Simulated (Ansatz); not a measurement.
# CH₈AlP: geometry relaxation (part 1 of 2)

- system: CH₈AlP
- method: RKS PBE0-D4/6-31G* (Ansatz 0.2.0)

It belongs to a series of runs on one base structure; here: end point B relaxed. Figures and captions count atoms from 1; the log counts them from 0 in places.

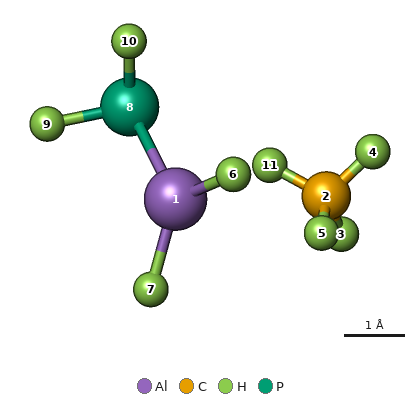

Fig. 1: The input geometry (ball-and-stick view, seen at a tilt; atoms are numbered from 1 in the order of the input). Sticks mark near contacts.

Results in brief:

```json
{"quantity": "outcome", "value": "converged"}
{"quantity": "total energy", "value": "−17043.8456 eV"}
{"quantity": "mean-field energy", "value": "−17043.6899 eV"}
{"quantity": "largest force (length of the vector) at the end", "value": "0.023 eV/Å"}
{"quantity": "hardware", "value": "1 thread of Intel Xeon @ 2.50GHz (Skylake/Cascade Lake), 32 GiB of memory available, shared host"}
{"quantity": "wall time", "value": "57 s"}
{"quantity": "peak memory", "value": "0.16 GiB"}
```

Input file:
```yaml
crystal:
  periodic: [false, false, false]
  atoms:
    - { symbol: Al, position_ang: [0.010542, -0.680979, -0.287458] }
    - { symbol: C, position_ang: [-0.082668, 0.01968, 2.800441] }
    - { symbol: H, position_ang: [-0.926204, 0.326377, 3.42394] }
    - { symbol: H, position_ang: [0.829891, -0.034153, 3.398624] }
    - { symbol: H, position_ang: [0.059936, 0.76527, 2.006572] }
    - { symbol: H, position_ang: [1.449838, -0.003552, -0.319088] }
    - { symbol: H, position_ang: [-1.267309, 0.13787, -0.758589] }
    - { symbol: P, position_ang: [-0.281589, -2.815528, 0.502194] }
    - { symbol: H, position_ang: [-0.97008, -3.335775, -0.629521] }
    - { symbol: H, position_ang: [0.993789, -3.309907, 0.112038] }
    - { symbol: H, position_ang: [-0.297348, -0.981803, 2.386048] }
basis:
  gaussian: { orbitals: "6-31G*" }
hamiltonian:
  xc: pbe0
  dispersion: d4
relax:
  f_tol: 0.03
  max_steps: 50
output:
  orbitals: {}
```

Launch command:
```bash
ansatz run input.yaml --threads 1 --pin off --max-ram 2048MiB --backend cpu --events-out ev --progress --plain --runs-dir out
```

Log:
```
The last accepted step is kept in [file] (removed where the run ends without a failure and the disk answers)
Engine: ansatz 0.2.0, x86_64-unknown-linux-gnu
Functional definition: PBE0
  parameter a = 0.25
  parameter kappa = 0.804
  parameter beta = 0.06672455060314922
  exchange = (1 - a)*pbe_x(kappa = kappa, mu = beta*pi^2/3) + a*exact_x
  correlation = pbe_c(beta = beta)
779 factors; integrals over basis functions are off by at most 5.8e-4 eV
mean field evaluation 1: about -17040.5776 eV, gradient 3.5e1 eV
mean field evaluation 2: about -17040.5670 eV, gradient 3.4e1 eV
mean field evaluation 4: about -17043.5915 eV, gradient 3.8e-1 eV
mean field evaluation 8: about -17043.5998 eV, gradient 2.7e-2 eV
mean field -17043.59976561 eV, -626.3407388192 hartree, gradient 2.4e-5 eV, S^2 0.000000; 0 other end points of the search recorded, 0 dependent functions left out
the calculation of the forces begins
reference -17043.59979836 eV, -626.3407400228 hartree; 21, 21 occupied and 48, 48 virtual orbitals, 779 factors
relax step   1: F+E_penalty+E_count = -17043.75856744 eV  Δ(F+E_penalty+E_count) = +0.000e0 eV  max|allowed force component| = 5.899e-1 eV/Å  Δτ_max = 0.0000 Å  (23 SCF iters, accepted)
these checks for a lower state are left out or cut short: starts, cluster_reference, orbital_swaps, neighbouring_geometries, increment
779 factors; integrals over basis functions are off by at most 5.9e-4 eV
mean field evaluation 16: about -17043.5776 eV, gradient 3.8e0 eV
mean field -17043.65581639 eV, -626.3427986475 hartree, gradient 9.7e-6 eV, S^2 0.000000; 0 other end points of the search recorded, 0 dependent functions left out
[... from here on the field's lines of each further geometry are left out, up to the last ...]
relax step   2: F+E_penalty+E_count = -17043.80705323 eV  Δ(F+E_penalty+E_count) = -4.849e-2 eV  max|allowed force component| = 2.091e-1 eV/Å  Δτ_max = 0.1956 Å  (26 SCF iters, accepted)
relax step   3: F+E_penalty+E_count = -17043.82641671 eV  Δ(F+E_penalty+E_count) = -1.936e-2 eV  max|allowed force component| = 3.189e-1 eV/Å  Δτ_max = 0.1999 Å  (25 SCF iters, accepted)
relax step   4: F+E_penalty+E_count = -17043.83354812 eV  Δ(F+E_penalty+E_count) = -7.131e-3 eV  max|allowed force component| = 3.710e-1 eV/Å  Δτ_max = 0.0913 Å  (25 SCF iters, accepted)
relax step   5: F+E_penalty+E_count = -17043.83851678 eV  Δ(F+E_penalty+E_count) = -4.969e-3 eV  max|allowed force component| = 2.051e-1 eV/Å  Δτ_max = 0.0477 Å  (27 SCF iters, accepted)
relax step   6: F+E_penalty+E_count = -17043.83069290 eV  Δ(F+E_penalty+E_count) = +7.824e-3 eV  max|allowed force component| = 3.152e-1 eV/Å  Δτ_max = 0.0981 Å  (27 SCF iters, rejected (line search))
relax step   7: F+E_penalty+E_count = -17043.84236899 eV  Δ(F+E_penalty+E_count) = -3.852e-3 eV  max|allowed force component| = 5.213e-2 eV/Å  Δτ_max = 0.0488 Å  (26 SCF iters, accepted)
relax step   8: F+E_penalty+E_count = -17043.84327378 eV  Δ(F+E_penalty+E_count) = -9.048e-4 eV  max|allowed force component| = 3.601e-2 eV/Å  Δτ_max = 0.0559 Å  (27 SCF iters, accepted)
relax step   9: F+E_penalty+E_count = -17043.84396582 eV  Δ(F+E_penalty+E_count) = -6.920e-4 eV  max|allowed force component| = 4.235e-2 eV/Å  Δτ_max = 0.0415 Å  (27 SCF iters, accepted)
relax step  10: F+E_penalty+E_count = -17043.84439628 eV  Δ(F+E_penalty+E_count) = -4.305e-4 eV  max|allowed force component| = 3.612e-2 eV/Å  Δτ_max = 0.0367 Å  (27 SCF iters, accepted)
relax step  11: F+E_penalty+E_count = -17043.84441364 eV  Δ(F+E_penalty+E_count) = -1.736e-5 eV  max|allowed force component| = 9.015e-2 eV/Å  Δτ_max = 0.0648 Å  (26 SCF iters, accepted)
relax step  12: F+E_penalty+E_count = -17043.84483878 eV  Δ(F+E_penalty+E_count) = -4.251e-4 eV  max|allowed force component| = 9.590e-2 eV/Å  Δτ_max = 0.0329 Å  (26 SCF iters, accepted)
relax step  13: F+E_penalty+E_count = -17043.84538913 eV  Δ(F+E_penalty+E_count) = -5.503e-4 eV  max|allowed force component| = 4.252e-2 eV/Å  Δτ_max = 0.0197 Å  (21 SCF iters, accepted)
the calculation of the forces begins
reference -17043.68988157 eV, -626.3440505197 hartree; 21, 21 occupied and 48, 48 virtual orbitals, 779 factors
relax step  14: F+E_penalty+E_count = -17043.84557665 eV  Δ(F+E_penalty+E_count) = -1.875e-4 eV  max|allowed force component| = 1.920e-2 eV/Å  Δτ_max = 0.0196 Å  (20 SCF iters, accepted)
```

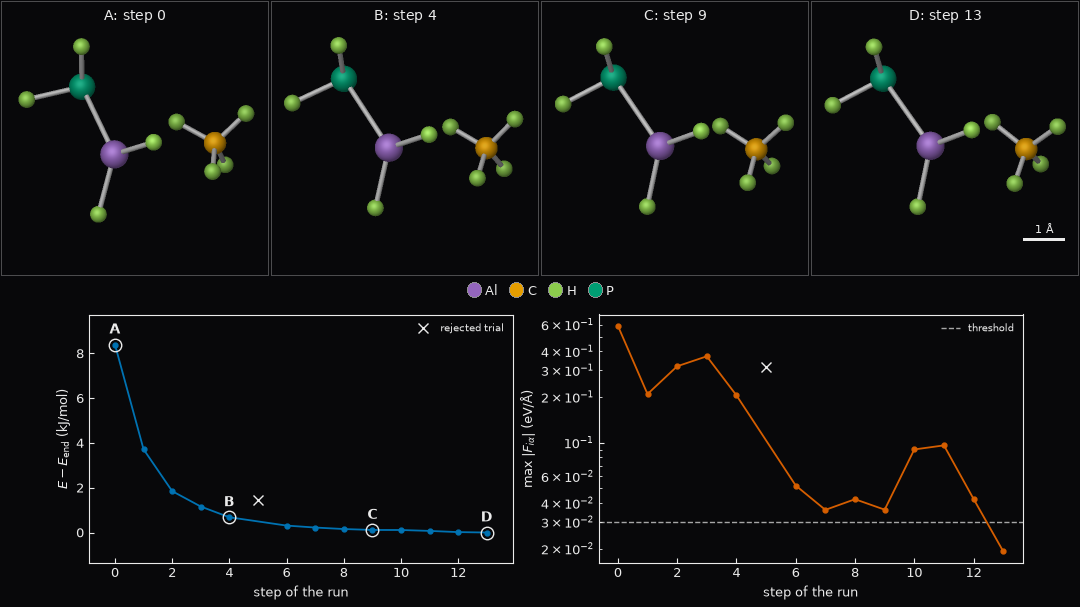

Fig. 2: Frames of the relaxation (ball-and-stick view, seen at a tilt) above the curves, on which the letters mark them (the first geometry is step 0 here and step 1 in the log).

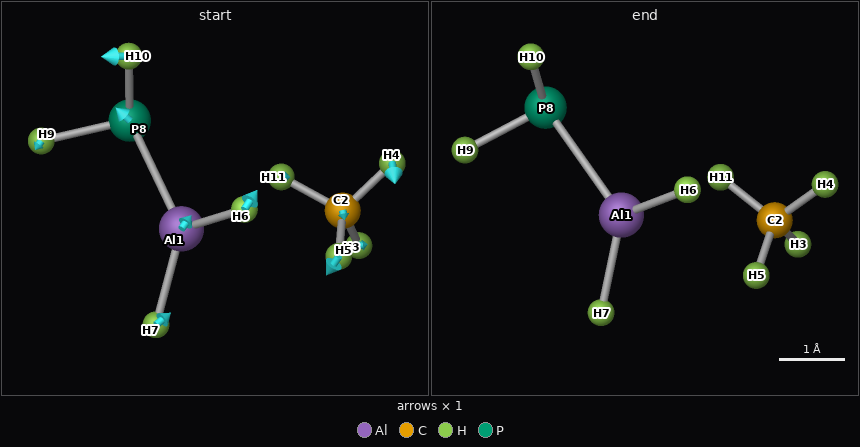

Fig. 3: Before (left) and after (right) the relaxation, at one scale (ball-and-stick view, seen at a tilt). The teal arrows give the displacements, at true length. The atom that moves furthest after the best rigid fit is H10 (0.50 Å). Largest moves by element: H 0.50 Å, P 0.31 Å, Al 0.29 Å, C 0.16 Å. Among the contacts that change: Al1–P8 2.295 → 2.337 Å, C2–H11 1.105 → 1.098 Å. The energy falls by 8.40 kJ/mol in 13 geometry steps. The largest force component goes from 0.59 to 0.019 eV/Å. The line search rejected the trial step at point 5 (counted from 0) and went back. (Atoms are counted from 1 in the order of the input.)

```
779 factors; integrals over basis functions are off by at most 5.8e-4 eV
mean field -17043.68984844 eV, -626.3440493024 hartree, gradient 2.3e-5 eV, S^2 0.000000; 1 other end points of the search recorded, 0 dependent functions left out
the calculation of the forces begins
reference -17043.68988157 eV, -626.3440505197 hartree; 21, 21 occupied and 48, 48 virtual orbitals, 779 factors
Total energy: -17043.84560977 eV, -626.3497734257 hartree
Atom 0 at     0.118798    -0.791927    -0.037245 Å, force    -0.015820     0.008327    -0.012980 eV/Å
Atom 1 at    -0.142107     0.160907     2.760801 Å, force     0.019198    -0.012433     0.003652 eV/Å
Atom 2 at    -0.876910     0.389333     3.536521 Å, force    -0.001495    -0.001417    -0.008048 eV/Å
Atom 3 at     0.869396     0.327923     3.134733 Å, force    -0.004142     0.003397    -0.003285 eV/Å
Atom 4 at    -0.330091     0.827133     1.910808 Å, force    -0.007621     0.005022     0.001263 eV/Å
Atom 5 at     1.586462    -0.178523     0.043288 Å, force    -0.003750    -0.007795     0.007732 eV/Å
Atom 6 at    -1.133306     0.095907    -0.465702 Å, force     0.005073     0.001025     0.000623 eV/Å
Atom 7 at    -0.201319    -3.074397     0.348907 Å, force     0.013502    -0.013279    -0.010319 eV/Å
Atom 8 at    -1.082900    -3.279059    -0.749195 Å, force     0.007258     0.012264     0.007122 eV/Å
Atom 9 at     0.968811    -3.491140    -0.345612 Å, force    -0.009011    -0.001916     0.007072 eV/Å
Atom 10 at    -0.258033    -0.898657     2.497896 Å, force    -0.003191     0.006804     0.007167 eV/Å
Dipole moment:     0.029109     0.174181     0.016059 e Å
```

Trajectory as extended XYZ (Å, eV, eV/Å), 14 frames, from step=1 to step=14:
```
11
Properties=species:S:1:pos:R:3:forces:R:3 step=1 energy=-17043.75857
Al    0.0105   -0.6810   -0.2875    0.0620   0.3942  -0.0688
C    -0.0827    0.0197    2.8004   -0.0816  -0.2486  -0.1215
H    -0.9262    0.3264    3.4239    0.0241   0.0167  -0.0226
H     0.8299   -0.0342    3.3986   -0.0059   0.0198  -0.0202
H     0.0599    0.7653    2.0066   -0.0048   0.0047   0.0209
H     1.4498   -0.0036   -0.3191    0.0417  -0.0202   0.0097
H    -1.2673    0.1379   -0.7586   -0.0648   0.0173  -0.0063
P    -0.2816   -2.8155    0.5022   -0.0164  -0.5899  -0.0639
H    -0.9701   -3.3358   -0.6295   -0.0108   0.0269   0.0029
H     0.9938   -3.3099    0.1120   -0.0039  -0.0113   0.0101
H    -0.2973   -0.9818    2.3860    0.0605   0.3905   0.2598
11
Properties=species:S:1:pos:R:3:forces:R:3 step=2 energy=-17043.80705
Al    0.0137   -0.7155   -0.3196    0.0147   0.0130  -0.0290
C    -0.0918    0.0926    2.8895   -0.0549  -0.1425  -0.1135
H    -0.9058    0.4603    3.5210    0.0708   0.0411  -0.0438
H     0.8437    0.0641    3.4541   -0.0323   0.0343  -0.0113
H     0.0339    0.7738    2.0328   -0.0467  -0.1039   0.1142
H     1.4591   -0.0444   -0.3310   -0.0055  -0.0133   0.0393
H    -1.2725    0.1121   -0.7681   -0.0047  -0.0114   0.0317
P    -0.2684   -2.9223    0.3739    0.0018  -0.0839   0.0402
H    -0.9635   -3.3992   -0.7721    0.0265   0.0479  -0.0065
H     1.0115   -3.4038   -0.0151   -0.0227   0.0095  -0.0461
H    -0.3412   -0.9303    2.5696    0.0529   0.2091   0.0247
11
Properties=species:S:1:pos:R:3:forces:R:3 step=3 energy=-17043.82642
Al    0.0356   -0.7530   -0.1854   -0.0405  -0.0046   0.1624
C    -0.1100    0.1119    2.8151    0.0412   0.1206   0.0259
H    -0.8676    0.5197    3.4941    0.0675  -0.0568  -0.1053
H     0.8626    0.0827    3.3170   -0.0879  -0.0205  -0.0589
H    -0.0320    0.7807    1.9441   -0.0402  -0.0752   0.0913
H     1.4796   -0.0755   -0.1530   -0.0260  -0.0295  -0.0376
H    -1.2697    0.0824   -0.5704    0.0528  -0.0183  -0.0139
P    -0.2411   -3.0083    0.3859    0.0712   0.0037  -0.3189
H    -0.9609   -3.3242   -0.8115    0.0541   0.0160   0.1652
H     1.0237   -3.4225   -0.1328   -0.0944   0.0048   0.0562
H    -0.4015   -0.9064    2.5320    0.0021   0.0597   0.0335
11
Properties=species:S:1:pos:R:3:forces:R:3 step=4 energy=-17043.83355
Al    0.0523   -0.7571   -0.0964   -0.0040  -0.0401   0.0041
C    -0.1258    0.1283    2.7865    0.1213   0.1811   0.0759
H    -0.8460    0.5510    3.4987    0.0801  -0.0954  -0.1498
H     0.8724    0.0975    3.2397   -0.1540  -0.0294  -0.0793
H    -0.0894    0.7887    1.9069   -0.0383  -0.0323   0.1002
H     1.4994   -0.0872   -0.0814   -0.0238  -0.0205  -0.0011
H    -1.2495    0.0826   -0.4823    0.0405  -0.0218   0.0156
P    -0.2087   -3.0405    0.3649    0.0508  -0.1027  -0.3710
H    -0.9766   -3.3209   -0.8166    0.1025   0.0774   0.2496
H     1.0310   -3.4664   -0.2125   -0.1537   0.0959   0.1082
H    -0.4404   -0.8885    2.5278   -0.0215  -0.0123   0.0477
```
